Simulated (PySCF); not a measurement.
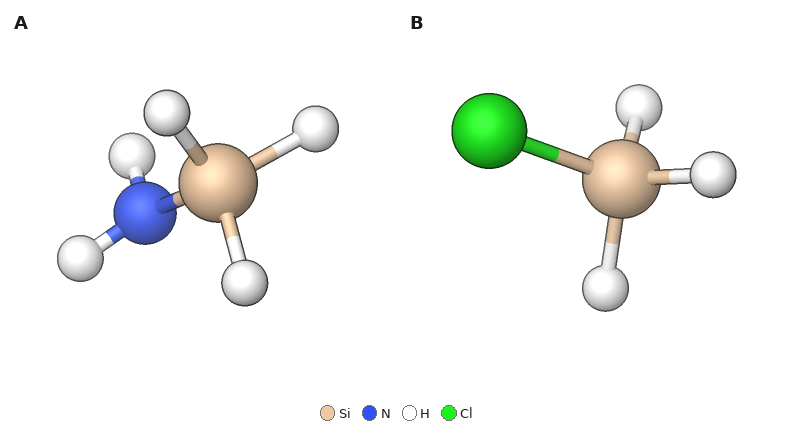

Two related species, optimised with PBE0-D3(BJ)/def2-SVP; properties computed with PySCF 2.14.0. Both: charge 0, singlet.

**Identify both.**

A is Si(NH2)H3 (N[SiH3]), B is SiClH3 ([SiH3]Cl).

Compare them. With PBE0/pcSseg-1: dipole moment (D), HOMO–LUMO gap (eV), HOMO energy (Kohn–Sham orbital) (eV), shielding of Si (ppm), Hirshfeld charge of Si (e), IAO charge of Si (e). With ωB97X-D/def2-SVPD: lowest vertical singlet excitation (eV), mean static polarisability (bohr³). With PBE0-D3(BJ)/def2-SVP: mean Si–H length (Å).

```csv
quantity,A,B
dipole moment (D),1.38,1.66
HOMO–LUMO gap (eV),8.02,8.91
HOMO energy (Kohn–Sham orbital) (eV),−7.37,−9.06
shielding of Si (ppm),405.9,382.4
Hirshfeld charge of Si (e),0.34,0.34
IAO charge of Si (e),0.73,0.65
lowest vertical singlet excitation (eV),6.47,7.50
mean static polarisability (bohr³),38.4,42.2
mean Si–H length (Å),1.497,1.489
```

Each is one conformer, and no frequency run is at hand to confirm it as a minimum.
